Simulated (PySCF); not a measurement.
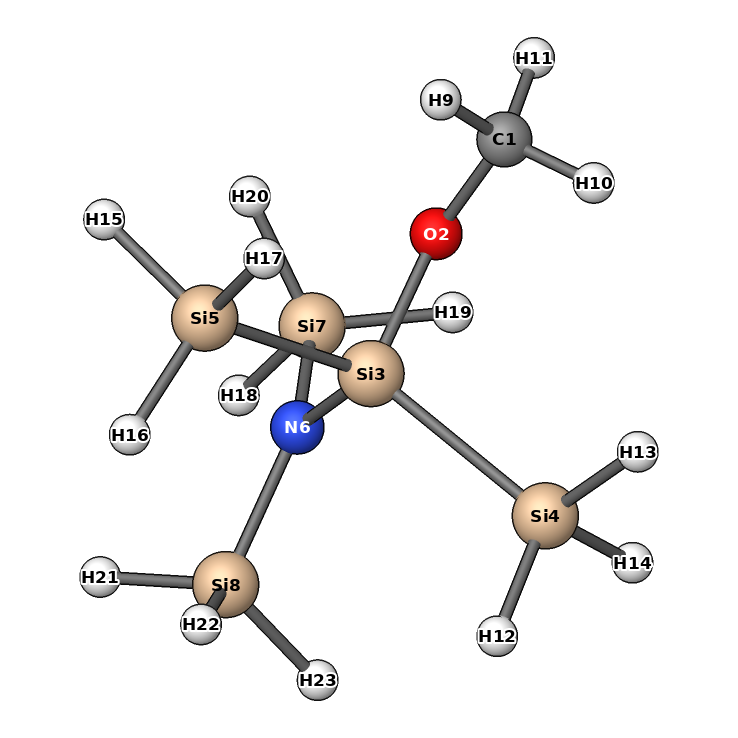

The questions are on isotropic NMR shieldings of the H atoms. Computed geometry: GFN2-xTB optimisation. No frequency run is at hand to confirm it as a minimum. Level of theory: GIAO PBE0/pcSseg-1 NMR shielding, non-relativistic, gas phase (PySCF 2.14.0).

List the isotropic NMR shieldings of the H atoms.

```json
{"atom": "H9", "σ (ppm)": "28.01"}
{"atom": "H10", "σ (ppm)": "27.91"}
{"atom": "H11", "σ (ppm)": "27.62"}
{"atom": "H12", "σ (ppm)": "28.42"}
{"atom": "H13", "σ (ppm)": "28.13"}
{"atom": "H14", "σ (ppm)": "28.22"}
{"atom": "H15", "σ (ppm)": "28.22"}
{"atom": "H16", "σ (ppm)": "28.33"}
{"atom": "H17", "σ (ppm)": "28.26"}
{"atom": "H18", "σ (ppm)": "27.25"}
{"atom": "H19", "σ (ppm)": "27.00"}
{"atom": "H20", "σ (ppm)": "26.98"}
{"atom": "H21", "σ (ppm)": "27.12"}
{"atom": "H22", "σ (ppm)": "27.06"}
{"atom": "H23", "σ (ppm)": "27.14"}
```

The geometry is semi-empirical. Around Si such bond lengths and angles can be off by a tenth of an ångström or more and by several degrees, and values that hang on the shape move with them.
